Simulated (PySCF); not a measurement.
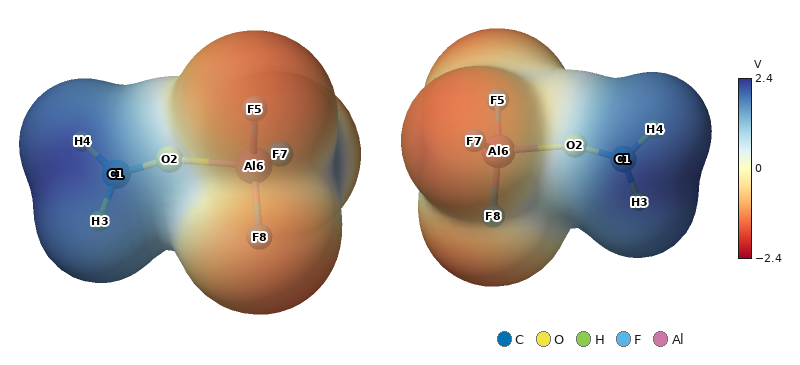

Figure 1: CH$_{2}$AlF$_{3}$O, SMILES `C=O.F[Al](F)F`. Electrostatic potential on the surface of electron density 0.001 a.u. (back view left, front view right).

Method: PBE/def2-TZVP; geometry: GFN2-xTB; program: PySCF. The pair's geometry is semi-empirical, so its contact may be too short or too long.

Coordinates in Å:

```
C1       2.4226   -0.0567   -0.0238
O2       1.2554    0.2252    0.0057
H3       2.7712   -1.0914   -0.1394
H4       3.1928    0.7239    0.0653
F5      -0.9102    0.9499   -1.2993
Al6     -0.5987   -0.0045    0.0034
F7      -0.8466    0.5635    1.5277
F8      -0.7720   -1.6285   -0.2144
```

Q: Where are the extremes of the potential on the surface?

A: Highest: 2.36 V, near C1 (1.75 Å), H3 (1.82 Å) and H4 (1.84 Å). Further maxima include 1.64 V, 1.8 Å from Al6. Lowest: −1.39 V, 1.7 Å from F5, and at like points elsewhere. The surface is sampled at points, so like sites can differ by a few per cent and only the strongest of them is named.
